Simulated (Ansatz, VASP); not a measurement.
# Cross-check of NaGeBr3 between VASP and Ansatz

Aim: how closely do two programs agree when they are given the same cell, functional and k mesh? The cell is invented: As first built, before any earlier steps moved the atoms: it takes the TlGeBr3 structure with some of its atoms replaced by other elements, volume scaled by an estimate. It may not be a known or stable phase. The cell comes out of the VASP series on this material, whose earlier steps may have relaxed, scaled or displaced it; both programs get it as it stands.

Program: Ansatz 0.2.0. Level of theory: plane waves, with VASP 6.6.1 beside it; band structure at LDA, single point at LDA and band structure at LDA, spin-orbit coupling. Results are calculated unless marked as measured.

### Step 1. Starting point

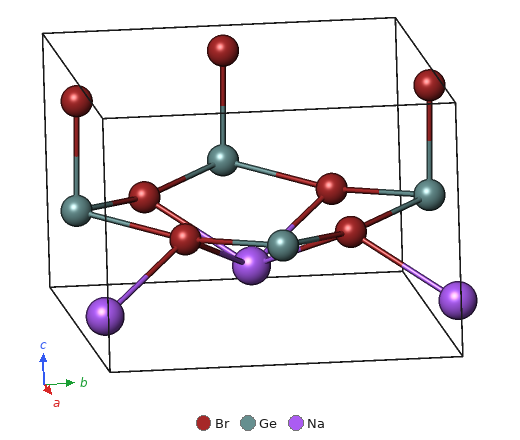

Start, viewed slightly off an axis; bromine red, germanium teal, sodium purple. This picture shows the conventional cell, with its axes. Some periodic images of atoms are drawn too.

As a file:

```xyz
5
Lattice="3.7378 -3.9078 0.0000 3.7378 3.9078 0.0000 -0.9183 0.0000 5.4838" Properties=species:S:1:pos:R:3 pbc="T T T"
Br    1.4595   -1.8328    2.3191
Br    3.3264    0.0000    5.0475
Br    1.4595    1.8328    2.3191
Ge    3.3167    0.0000    2.5740
Na    6.8671    0.0000    1.1070
```

### Step 2. VASP: band structure, LDA

The same path points are solved in both programs, so levels can be compared one by one.

Lines of VASP's logs that name or quote its potential files are left out, and so is its time.

INCAR reads:

```
SYSTEM = NaGeBr3
PREC = Accurate
ENCUT = 410
EDIFF = 1E-06
NELM = 100
ISMEAR = 0
SIGMA = 0.05
LREAL = .FALSE.
ALGO = Normal
GGA = CA
NBANDS = 36
LORBIT = 11
LWAVE = .FALSE.
LCHARG = .FALSE.
KPAR = 2
```

POSCAR reads:

```
NaGeBr3
1.0
    3.7378004300     -3.9077506500      0.0000000000
    3.7378004300      3.9077506500      0.0000000000
   -0.9182885900      0.0000000000      5.4837516300
Br Ge Na
3 1 1
Direct
    0.4816872710      0.0126779440      0.4229094410
    0.5580296690      0.5580296690      0.9204421460
    0.0126779440      0.4816872710      0.4229094410
    0.5013286400      0.5013286400      0.4693783070
    0.9434004980      0.9434004980      0.2018712170
```

KPOINTS reads:

```
Automatic mesh
0
Gamma
5 5 5
0 0 0
```

KPOINTS_OPT reads:

```
Line mode
16
Line-mode
Reciprocal
  0.00000000   0.00000000   0.00000000 GAMMA
 -0.45347635  -0.45347635   0.58097035 Y

 -0.45347635  -0.45347635   0.58097035 Y
 -0.47828496  -0.47828496   0.55662724 F

 -0.47828496  -0.47828496   0.55662724 F
 -0.50000000  -0.50000000   0.50000000 L

 -0.50000000  -0.50000000   0.50000000 L
 -0.46853525  -0.53146475   0.50000000 I

  0.46853525  -0.46853525  -0.50000000 I1
  0.00000000   0.00000000  -0.50000000 Z

  0.00000000   0.00000000  -0.50000000 Z
 -0.42866774  -0.42866774  -0.39468654 H

 -0.42866774  -0.42866774  -0.39468654 H
 -0.52171504  -0.52171504   0.44337276 F1

  0.42866774  -0.57133226   0.39468654 H1
  0.45347635  -0.54652365   0.41902965 Y1

  0.45347635  -0.54652365   0.41902965 Y1
  0.50000000  -0.50000000   0.00000000 X

  0.50000000  -0.50000000   0.00000000 X
  0.00000000   0.00000000   0.00000000 GAMMA

  0.00000000   0.00000000   0.00000000 GAMMA
  0.00000000  -0.50000000   0.50000000 N

  0.00000000  -0.50000000   0.00000000 M
  0.00000000   0.00000000   0.00000000 GAMMA
```

Potentials, in the order of the species: Br, Ge_d and Na_pv (LDA family, release 64).

The run is started by

```bash
$ mpirun -np 2 vasp_std
```

Numbers of over 12 decimals in the logs are rounded to 6 here.

The log of the run:

```text
[banner, memory and clock lines left out]
running    2 mpi-ranks, on    1 nodes
 distrk:  each k-point on    1 cores,    2 groups
 distr:  one band on    1 cores,    1 groups

 POSCAR found type information on POSCAR BrGeNa
 POSCAR found :  3 types and       5 ions
 LDA part: xc-table for (Slater(with rela. corr.)+CA(PZ))
 , standard interpolation
 POSCAR, INCAR and KPOINTS ok, starting setup
 FFT: planning ... GRIDC
 FFT: planning ... GRID_SOFT
 FFT: planning ... GRID
 WAVECAR not read
 entering main loop
       N       E                     dE             d eps       ncg     rms          rms(c)
DAV:   1     0.364025942365E+03    0.36403E+03   -0.16712E+04  3624   0.137E+03
DAV:   2     0.390103270512E+02   -0.32502E+03   -0.30401E+03  3120   0.475E+02
DAV:   3    -0.152797383829E+02   -0.54290E+02   -0.53768E+02  3480   0.120E+02
DAV:   4    -0.177038741644E+02   -0.24241E+01   -0.24210E+01  3248   0.325E+01
DAV:   5    -0.177500662389E+02   -0.46192E-01   -0.46186E-01  3452   0.430E+00    0.623E+00
DAV:   6    -0.174240873248E+02    0.32598E+00   -0.39716E-01  3792   0.355E+00    0.377E+00
DAV:   7    -0.173848751401E+02    0.39212E-01   -0.17739E-01  3736   0.175E+00    0.119E+00
DAV:   8    -0.173837424128E+02    0.11327E-02   -0.25220E-02  3432   0.104E+00    0.162E-01
DAV:   9    -0.173841252734E+02   -0.38286E-03   -0.20150E-03  3268   0.368E-01    0.704E-02
DAV:  10    -0.173847701444E+02   -0.64487E-03   -0.49050E-04  3096   0.104E-01    0.497E-02
DAV:  11    -0.173849032520E+02   -0.13311E-03   -0.91241E-05  3204   0.494E-02    0.131E-02
DAV:  12    -0.173849089761E+02   -0.57241E-05   -0.16680E-05  3308   0.183E-02    0.427E-03
DAV:  13    -0.173849106420E+02   -0.16660E-05   -0.19438E-06  2836   0.708E-03    0.180E-03
DAV:  14    -0.173849106855E+02   -0.43470E-07   -0.10029E-07  2536   0.223E-03
   1 F= -.17384911E+02 E0= -.17384911E+02  d E =-.153949E-20
 Start KPOINTS_OPT (optional k-point list driver)
k-point batch [1-39\192]
       N       E                     dE             ncg
DAV:   1    -0.493883094258E+04   -0.37876E+05     3588
DAV:   2    -0.176147561662E+05   -0.12676E+05     3144
DAV:   3    -0.196892129146E+05   -0.20745E+04     3416
DAV:   4    -0.197811699001E+05   -0.91957E+02     3216
DAV:   5    -0.197829528360E+05   -0.17829E+01     3344
DAV:   6    -0.197830132384E+05   -0.60402E-01     3432
DAV:   7    -0.197830154862E+05   -0.22478E-02     3484
DAV:   8    -0.197830155850E+05   -0.98807E-04     3496
DAV:   9    -0.197830155868E+05   -0.17544E-05     2404
DAV:  10    -0.197830155869E+05   -0.17987E-06     1864
[...]
k-point batch [157-192\192]
       N       E                     dE             ncg
DAV:   1    -0.392617449968E+04   -0.17678E+05     3304
DAV:   2    -0.157216160819E+05   -0.11795E+05     2888
DAV:   3    -0.176571927560E+05   -0.19356E+04     3160
DAV:   4    -0.177437244698E+05   -0.86532E+02     3020
DAV:   5    -0.177453472461E+05   -0.16228E+01     3112
DAV:   6    -0.177453956710E+05   -0.48425E-01     3144
DAV:   7    -0.177453977911E+05   -0.21201E-02     3248
DAV:   8    -0.177453979055E+05   -0.11446E-03     3284
DAV:   9    -0.177453979078E+05   -0.23040E-05     2160
DAV:  10    -0.177453979079E+05   -0.11508E-06     1772
```

Parts of OUTCAR (step 2):

```text
ion  position               nearest neighbor table
   1  0.482  0.013  0.423-   4 2.62   4 2.81
   2  0.558  0.558  0.920-   4 2.47
   3  0.013  0.482  0.423-   4 2.62   4 2.81
   4  0.501  0.501  0.469-   2 2.47   1 2.62   3 2.62   1 2.81   3 2.81
   5  0.943  0.943  0.202-

  LATTYP: Found a base centered monoclinic cell.
 ALAT       =     7.4756008600
 B/A-ratio  =     1.0454679759
 C/A-ratio  =     0.7437671896
 COS(beta)  =    -0.1651566506

 Subroutine GETGRP returns: Found  2 space group operations
 (whereof  2 operations were pure point group operations)

The static configuration has the point symmetry C_1h.

 Found     39 irreducible k-points:

   k-points           NKPTS =     39   k-points in BZ     NKDIM =     39   number of bands    NBANDS=     36

   dimension x,y,z NGX =    36 NGY =   36 NGZ =   40
   dimension x,y,z NGXF=    72 NGYF=   72 NGZF=   80

   ENCUT  =  410.0 eV  30.13 Ry    5.49 a.u.   8.93  8.93  9.18*2*pi/ulx,y,z

   NELECT =      42.0000    total number of electrons

 k-points in reciprocal lattice and weights: Automatic mesh
   0.00000000  0.00000000  0.00000000       0.008
   0.20000000 -0.00000000 -0.00000000       0.032
   0.40000000 -0.00000000  0.00000000       0.032
   0.20000000  0.20000000  0.00000000       0.016
   0.40000000  0.20000000 -0.00000000       0.032
  -0.40000000  0.20000000 -0.00000000       0.032
  -0.20000000  0.20000000  0.00000000       0.016
   0.40000000  0.40000000  0.00000000       0.016
  -0.40000000  0.40000000  0.00000000       0.016
[...]
-0.20000000 -0.40000000  0.40000000       0.032
  -0.20000000 -0.20000000  0.40000000       0.016

 average (electrostatic) potential at core
       1 -70.7036       2 -70.4730       3 -70.7036       4 -79.2678       5 -47.3704

 E-fermi :   0.9702

 k-point     1 :       0.0000    0.0000    0.0000
  band No.  band energies     occupation
    ...
     17      -1.5850      2.00000
     18      -1.5501      2.00000
     19      -1.4195      2.00000
     20      -1.0444      2.00000
     21      -0.8314      2.00000
     22       3.2849      0.00000
     23       5.3001      0.00000
     24       5.8081      0.00000
     25       5.8914      0.00000
     26       6.4799      0.00000
    ...

 k-point     2 :       0.2000   -0.0000   -0.0000
  band No.  band energies     occupation
    ...
     17      -1.7346      2.00000
     18      -1.5066      2.00000
     19      -1.4274      2.00000
     20      -1.1376      2.00000
     21      -0.8593      2.00000
     22       3.7133      0.00000
     23       5.1164      0.00000
     24       5.4706      0.00000
     25       6.0997      0.00000
     26       6.3570      0.00000
    ...

 k-point     3 :       0.4000   -0.0000    0.0000
  band No.  band energies     occupation
    ...
     17      -1.8838      2.00000
     18      -1.5619      2.00000
     19      -1.4388      2.00000
     20      -0.9565      2.00000
     21      -0.5037      2.00000
     22       3.3142      0.00000
     23       4.7099      0.00000
     24       5.4067      0.00000
     25       5.8859      0.00000
     26       6.2676      0.00000
    ...

  Total        0.0249735      0.0269598     -0.0084429      0.0000000      0.0000000      0.0019518
  in kB        0.2497690      0.2696356     -0.0844411      0.0000000      0.0000000      0.0195205
  external PRESSURE =       0.1449878 kB  Pullay stress =       0.0000000 kB

  energy-cutoff  :      410.00
  volume of cell :      160.20
      direct lattice vectors                 reciprocal lattice vectors
     3.737800430 -3.907750650  0.000000000     0.133768512 -0.127950846  0.022400376
     3.737800430  3.907750650  0.000000000     0.133768512  0.127950846  0.022400376
    -0.918288590  0.000000000  5.483751630     0.000000000  0.000000000  0.182356910

 POSITION                                       TOTAL-FORCE (eV/Angst)
 -----------------------------------------------------------------------------------
      1.45949     -1.83277      2.31913        -0.002638     -0.000561      0.000204
      3.32638      0.00000      5.04748         0.004252      0.000000      0.003545
      1.45949      1.83277      2.31913        -0.002638      0.000561      0.000204
      3.31671      0.00000      2.57395         0.002972      0.000000     -0.005453
      6.86711      0.00000      1.10701        -0.001948      0.000000      0.001500
 -----------------------------------------------------------------------------------
    total drift:                               -0.001891     -0.000000     -0.000981

  FREE ENERGIE OF THE ION-ELECTRON SYSTEM (eV)
  ---------------------------------------------------
  free  energy   TOTEN  =       -17.3849106855 eV

  energy  without entropy=      -17.3849106855  energy(sigma->0) =      -17.38491069

 total charge
# of ion       s       p       d       tot
------------------------------------------
    1        1.618   3.232   0.018   4.867
    2        1.617   3.225   0.016   4.859
    3        1.618   3.232   0.018   4.867
    4        1.372   0.714  10.039  12.125
    5        0.039   5.970   0.000   6.009
--------------------------------------------------
tot          6.264  16.372  10.091  32.727

[... 3 further parts left out ...]
```

The run ends at a pressure of 0.01 GPa, with forces up to 0.0062 eV/Å.

### Step 3. Ansatz: band structure, LDA

Ansatz runs on its default PAW (the set named soft_2) files.

The same cell, functional (in two slightly different forms), mesh and smearing now go to Ansatz, which takes its cutoff from its data sets.

input.yaml reads:

```yaml
crystal:
  lattice:
    - [3.73780043, -3.90775065, 0.0]
    - [3.73780043, 3.90775065, 0.0]
    - [-0.91828859, 0.0, 5.48375163]
  atoms:
    - { symbol: Br, position: [0.481687271, 0.012677944, 0.422909441] }
    - { symbol: Br, position: [0.558029669, 0.558029669, 0.920442146] }
    - { symbol: Br, position: [0.012677944, 0.481687271, 0.422909441] }
    - { symbol: Ge, position: [0.50132864, 0.50132864, 0.469378307] }
    - { symbol: Na, position: [0.943400498, 0.943400498, 0.201871217] }
hamiltonian:
  xc: lda
  pseudopotentials: { kind: paw }
kpoints:
  mp_grid: { grid: [5, 5, 5] }
  band_path:
    path:
      - [0.0, 0.0, 0.0]
      - [-0.18139, -0.18139, 0.23239]
      - [-0.39301, -0.39301, 0.50351]
      - [-0.45844, -0.45844, 0.5761]
      - [-0.47002, -0.47002, 0.56474]
      - [-0.47828, -0.47828, 0.55663]
      - [-0.48118, -0.48118, 0.54908]
      - [-0.48842, -0.48842, 0.5302]
      - [-0.49855, -0.49855, 0.50378]
      - [-0.5, -0.5, 0.5]
      - [-0.49161, -0.50839, 0.5]
      - [-0.47693, -0.52307, 0.5]
      - [0.4373, -0.4373, -0.5]
      - [0.21865, -0.21865, -0.5]
      - [0.0, 0.0, -0.5]
      - [-0.14289, -0.14289, -0.4649]
      - [-0.34293, -0.34293, -0.41575]
      - [-0.44107, -0.44107, -0.28295]
      - [-0.4845, -0.4845, 0.10815]
      - [-0.52172, -0.52172, 0.44337]
      - [0.43859, -0.56141, 0.40442]
      - [0.45017, -0.54983, 0.41578]
      - [0.46278, -0.53722, 0.33522]
      - [0.48449, -0.51551, 0.13968]
      - [0.5, -0.5, 0.0]
      - [0.26667, -0.26667, 0.0]
      - [0.03333, -0.03333, 0.0]
      - [0.0, -0.13333, 0.13333]
      - [0.0, -0.36667, 0.36667]
      - [0.0, -0.46667, 0.0]
      - [0.0, -0.23333, 0.0]
      - [0.0, 0.0, 0.0]
    npoints: 1
scf:
  occupations: { method: gaussian, width: 0.05 }
  n_extra_bands: 8
output:
  forces: true
  stress: true
  eigenvalues: true
```

The run is started by

```bash
$ ansatz run input.yaml --threads 2 --pin off --max-ram 4608MiB --backend cpu --events-out ev --progress --plain --runs-dir out
```

The log of the run:

```text
scf.n_extra_bands = 8 over 22 filled bands (N_el = 44.0): the run solves 30 bands
Engine: ansatz 0.2.0, aarch64-unknown-linux-gnu
Pseudopotentials: kind: paw
Pseudopotential: Br, paw, valence charge 7, recommended cutoff 420 eV (normal), Br.paw.azcp
Pseudopotential: Ge, paw, valence charge 14, recommended cutoff 420 eV (normal), Ge.paw.azcp
Pseudopotential: Na, paw, valence charge 9, recommended cutoff 420 eV (normal), Na.paw.azcp
Functional definition: SPW92
  exchange = slater_x
  correlation = pw_c
Crystal: 5 atoms, lattice volume = 160.196 Å³
Basis set: ecut = 420 eV, 3127 PW (Γ)
Bands: 30, of which v1, the nominal top of the filled ones, is band 22 counted from 1 (21 counted from 0)
Symmetry: 2 space group operations
Space group: Cm (ITA 8), of the structure as read, at distance tolerance 5.4e-5 Å
k-points: 39 of 125 (time reversal used)
Non-local potential: Br, projectors of the file, l = 0: 2, l = 1: 2, l = 2: 2
Non-local potential: Ge, projectors of the file, l = 0: 2, l = 1: 2, l = 2: 3, l = 3: 1
Non-local potential: Na, projectors of the file, l = 0: 3, l = 1: 2, l = 2: 1
PAW form: soft (Blöchl's): semilocal exchange-correlation on the pseudo side does not see the compensation charge
PAW frozen core: Br, regenerated for the run's functional, and the local potential with it (the file was generated under x = pbe(κ = 0.804, μ = 0.219515), c = pbe(β = 0.066725))
PAW frozen core: Ge, regenerated for the run's functional, and the local potential with it (the file was generated under x = pbe(κ = 0.804, μ = 0.219515), c = pbe(β = 0.066725))
PAW frozen core: Na, regenerated for the run's functional, and the local potential with it (the file was generated under x = pbe(κ = 0.804, μ = 0.219515), c = pbe(β = 0.066725))
PAW one-centre angular grid: Br, 110 points (default); XC on 64 Gauss nodes
PAW one-centre angular grid: Ge, 590 points (default); XC on 64 Gauss nodes
PAW one-centre angular grid: Na, 110 points (default); XC on 64 Gauss nodes
Initial density: superposition of atomic densities (neutral atoms: chi_scale 0, normalization atom), corrected by the library's trained network
Initial wavefunctions: pseudopotential atomic-orbital guess
Functional: x = slater, c = lda
SCF iter   1: F=—  HF=-13768.218369 eV  |F-HF|=—  |Δ(HF+E_count)|=         —  Δρ=4.28e-3  dr2=1.89e-2  ethr=1.77e-3  ⟨swp⟩=7.5  Hψ=5848  notcnv=0  defer=12
preconditioner: auto → Resta (q_TF=auto, 2.200 Å⁻¹)  ε∞=2.8  [insulator: Δε(μ)=1.777 eV  Ē_g=11.066 eV  σ=0.050 eV  W_gap=1.00  n_scr=24 (ndim 8)  ℏωp=15.0 eV  f_vac=0.200  D(μ)=0.00/eV (n_scr^D=0)  ε∞_Penn≈2.8]
SCF iter   2: F=—  HF=-13768.209972 eV  |F-HF|=—  |Δ(HF+E_count)|=   8.40e-3  Δρ=1.96e-3  dr2=5.09e-3  ethr=4.30e-5  ⟨swp⟩=2.0  Hψ=2148  notcnv=0  defer=57
SCF iter   3: F=—  HF=-13768.209198 eV  |F-HF|=—  |Δ(HF+E_count)|=   7.73e-4  Δρ=4.77e-4  dr2=4.73e-4  ethr=1.16e-5  ⟨swp⟩=2.1  Hψ=1907  notcnv=0  defer=57
SCF iter   4: F=—  HF=-13768.209253 eV  |F-HF|=—  |Δ(HF+E_count)|=   5.46e-5  Δρ=1.12e-4  dr2=5.82e-5  ethr=1.07e-6  ⟨swp⟩=2.4  Hψ=1892  notcnv=0  defer=57
SCF iter   5: F=—  HF=-13768.209279 eV  |F-HF|=—  |Δ(HF+E_count)|=   2.60e-5  Δρ=5.07e-5  dr2=8.62e-6  ethr=1.32e-7  ⟨swp⟩=2.0  Hψ=1866  notcnv=0  defer=57
SCF iter   6: F=—  HF=-13768.209287 eV  |F-HF|=—  |Δ(HF+E_count)|=   7.75e-6  Δρ=2.49e-5  dr2=1.20e-6  ethr=1.96e-8  ⟨swp⟩=2.0  Hψ=1860  notcnv=0  defer=57
SCF iter   7: F=—  HF=-13768.209288 eV  |F-HF|=—  |Δ(HF+E_count)|=   8.87e-7  Δρ=6.25e-6  dr2=1.19e-7  ethr=2.74e-9  ⟨swp⟩=2.0  Hψ=1855  notcnv=0  defer=57
SCF iter   8: F=-13768.209288 eV  HF=-13768.209288 eV  |F-HF|=8.75e-9  |Δ(HF+E_count)|=   2.71e-7  Δρ=1.31e-6  dr2=4.51e-9  ethr=2.27e-10  ⟨swp⟩=9.7  Hψ=5185  notcnv=0
SCF 1 converged in 8 iterations: F = -13768.209288 eV  dr2 = 4.51e-9
  greatest PAW one-centre occupation: 0.999 electrons in one spin orbital (limit 2), on the Na atom at site 4 (counted from 0), in its partial waves of l = 0
NSCF: frozen V_eff on 32 k-points
SCF converged after 8 iterations
Free energy (F): -13768.209288 eV
Harris-Foulkes:  -13768.209288 eV  (|F-HF|=8.75e-9)
Internal energy: -13768.209288 eV  (E = F + TS)
E sigma→0 (E₀):  -13768.209288 eV
Fermi energy:    3.424878 eV
--- Per-component energies (eV) ---
  E_band       = -529.368262
  E_kinetic    = 633.075182
  E_local      = -5423.099454  (includes V_loc(G=0)·N_el)
  E_nonlocal   = 748.473089
  E_hartree    = 2161.903073
  E_xc         = -897.034694
  E_vxc        = -429.142906  (∫ρ·V_xc dr)
  E_paw        = -8662.132826  (= ΣΔE_a)
  E_vpaw       = -382.481516  (= ΣTr[D̂ρ^β])
  E_aug_tail   = 0.000274  (compensation charges beyond the density's cutoff)
  E_ewald      = -2332.062682
  E_core_change = 2.668750  (= ΣΔE_core)
  E_smearing   = -0.000000  (= −TS)
  E_closure    = -0.000000  (closes the sum)
  Σ components = -13768.209288   (vs F -13768.209288, Δ=0.00e0)
--- Forces (eV/Å), atoms counted from 1 ---
  atom   1  Br     0.00189913     0.00423213    -0.00062096
  atom   2  Br     0.00564571     0.00000000    -0.01678588
  atom   3  Br     0.00189913    -0.00423213    -0.00062096
  atom   4  Ge    -0.00509722     0.00000000     0.01467456
  atom   5  Na    -0.00432376     0.00000000     0.00331319
  max |Σ_I F_I| component: 4.01e-5 eV/Å
--- Stress (GPa, compression-positive) ---
        0.095137       0.000000      -0.002149
        0.000000       0.096535       0.000000
       -0.002149       0.000000       0.056052
  P = ⅓ Tr σ = 0.0826 GPa (0.826 kbar)
--- Band table (eV; the first three rows and the last of 39) ---
  k-point 0: bands = [... 18 lower, 0.3469, 0.4760, 0.8516, 1.0642, 5.1773, 7.2035, 7.7123, 7.7930, ... 4 higher]
  k-point 1: bands = [... 18 lower, 0.3063, 0.5222, 0.7427, 0.9452, 5.5191, 6.9687, 7.7417, 7.8622, ... 4 higher]
  k-point 2: bands = [... 18 lower, 0.2013, 0.4219, 0.7527, 1.1202, 5.7493, 6.3241, 7.2769, 7.9857, ... 4 higher]
  k-point 38: bands = [... 18 lower, 0.8507, 1.0082, 1.2759, 2.4536, 4.3165, 4.8053, 5.1350, 6.4972, ... 4 higher]
```

It took 16 s on 2 threads of Arm Neoverse V1, shared host; peak memory 0.44 GiB; 31 s of CPU time.

In the SCF lines HF is the Harris–Foulkes energy and dr2 the Hartree energy of the density residual, in eV; the loop may stop once dr2 is under the threshold and the program's other checks hold. Hψ counts applications of the Hamiltonian.

(Part 1 of 3 ends here.)

[Lines on the potential files, build, host, timing and source positions are cut from VASP's logs without a mark.]

[Logs are printed without paths, hosts, clocks, repeated set-up lines and the standing remarks that a program may print on its own settings, such as how far it seeks lower states.]

[Hosts, paths, dates, database ids (printed as entryN), source tags and the programs' standing remarks are cut or masked in the printed files.]
